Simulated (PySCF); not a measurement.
C3H11P3

```yaml
atoms:
  - { symbol: C, position_ang: [-1.5983, 1.4344, 0.3226] }
  - { symbol: P, position_ang: [-1.1970, -0.3115, 0.7949] }
  - { symbol: P, position_ang: [-2.3623, -1.3851, -0.7354] }
  - { symbol: C, position_ang: [0.4963, -0.4397, 0.0140] }
  - { symbol: C, position_ang: [1.5434, 0.2980, 0.8344] }
  - { symbol: P, position_ang: [3.2812, 0.0826, 0.2059] }
  - { symbol: H, position_ang: [-2.6607, 1.6006, 0.4929] }
  - { symbol: H, position_ang: [-1.3652, 1.6247, -0.7238] }
  - { symbol: H, position_ang: [-1.0372, 2.1198, 0.9547] }
  - { symbol: H, position_ang: [-2.0243, -2.4789, 0.0634] }
  - { symbol: H, position_ang: [-3.3563, -1.2641, 0.2390] }
  - { symbol: H, position_ang: [0.4620, -0.0538, -1.0099] }
  - { symbol: H, position_ang: [0.7417, -1.5059, -0.0346] }
  - { symbol: H, position_ang: [1.3391, 1.3727, 0.8487] }
  - { symbol: H, position_ang: [1.5278, -0.0462, 1.8733] }
  - { symbol: H, position_ang: [3.2058, -1.3047, 0.0823] }
  - { symbol: H, position_ang: [2.9611, 0.2636, -1.1403] }
```

Geometry: GFN2-xTB, coordinate held.

These are results of PBE0/pcSseg-1, SCF density, gas phase, non-relativistic (PySCF 2.14.0), not measurements.

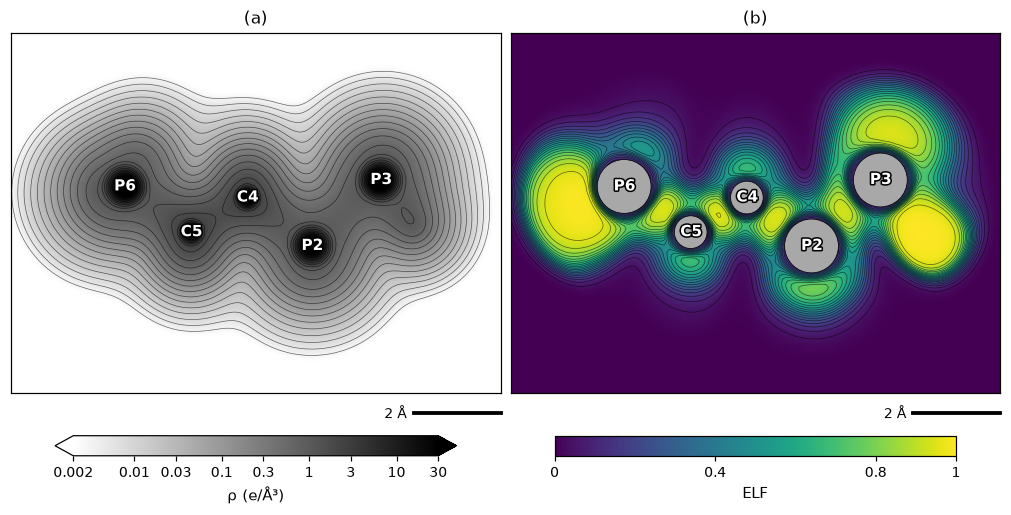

Figure 1. (a) total electron density; (b) ELF on the plane of atoms C4, C5 and P6. Grey discs cover the atomic cores in the ELF map.

**What do the fields say about this system?**

- The plane passes through P and C nuclei.
- C–C (1.52 Å): the density is about 1.6 e/Å³ at the midpoint; the ELF peaks at about 0.95 between the atoms; a shared electron pair.
- C–P (1.87 Å): ρ is about 1.1 e/Å³ halfway; the ELF peaks at about 0.95 between the atoms; a shared electron pair.
- P–P (2.20 Å): ρ at the midpoint is about 0.82 e/Å³; the ELF peaks at about 0.95 between the atoms; a shared electron pair.
- The ELF also peaks beside P6 and P3, away from the bonds: lone-pair regions.

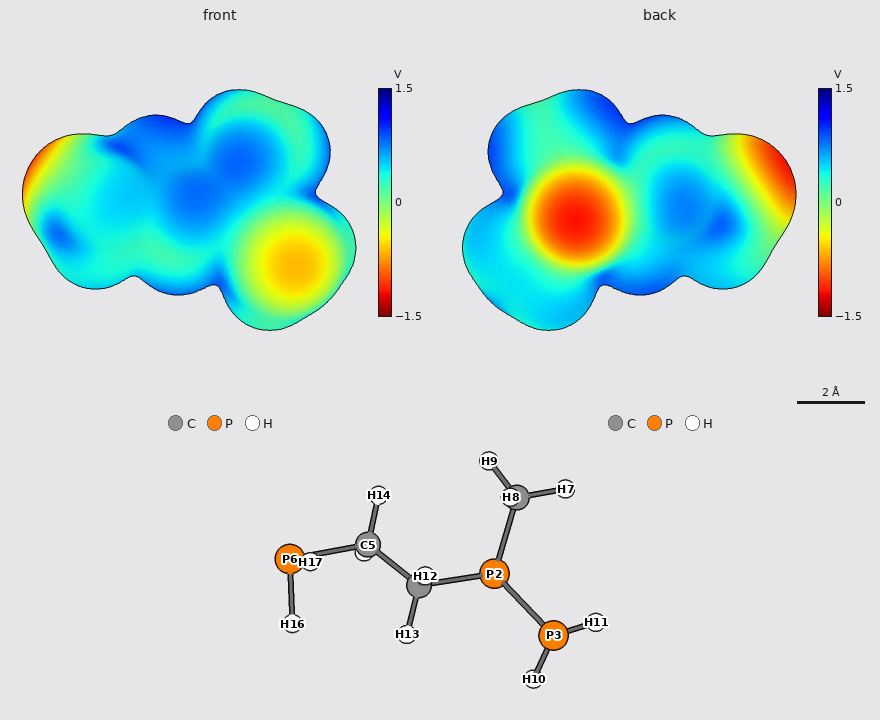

Figure 2. The molecular electrostatic potential painted on the density surface at 0.002 e/bohr³, seen from the front and from behind; red is negative and blue positive. The bare structure is drawn below in the same view.

**Which sites attract a positive test charge, and which a negative one?**

A positive charge is drawn to the negative regions and a negative charge to the positive ones. The most negative region (about −1.1 V) lies over P2 and P6, the most positive (about +0.9 V) over H7, H9 and H14.

**How polar is the molecule by this calculation?**

Its dipole moment is 0.89 D.
